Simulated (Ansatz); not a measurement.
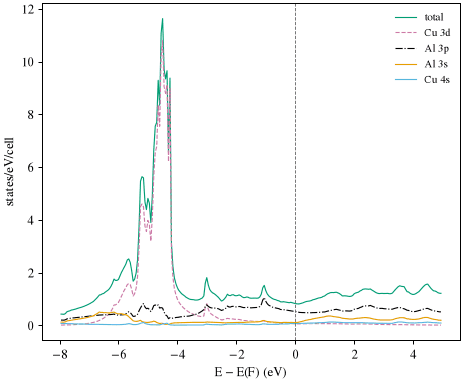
Fig. 1. Total and projected density of states of Al2Cu in space group P4/mmm (No. 123; Al on 2e, Cu on 1a), the program Ansatz at the LDA level (PAW)

Problem. Which orbitals carry the states next to the Fermi level?

Solution. Within 0.5 eV of the Fermi level: Al 3p 61 %, Al 3s 16 %, Cu 4s 8 %, Cu 3d 8 %, outside the projected shells 6 %. Projections are on Löwdin-orthogonalised atomic valence shells; empty p or d shells of many metals are not among them.

Problem. Where is the tallest occupied peak in this window, and what makes it?

Solution. Near -4.5 eV, about 12 states/eV per cell; the largest projected share is Cu 3d.

The workflow started from a Materials Project entry (that database holds measured and hypothetical structures alike); the Crystallography Open Database copy checked does not list it. It is not the phase usual at ambient conditions (space group No. 140). The LDA relaxation kept the symmetry of its start; its stability against distortions is not shown here. The run is not spin-polarised.

Potentials: the later of the program's two PAW sets.
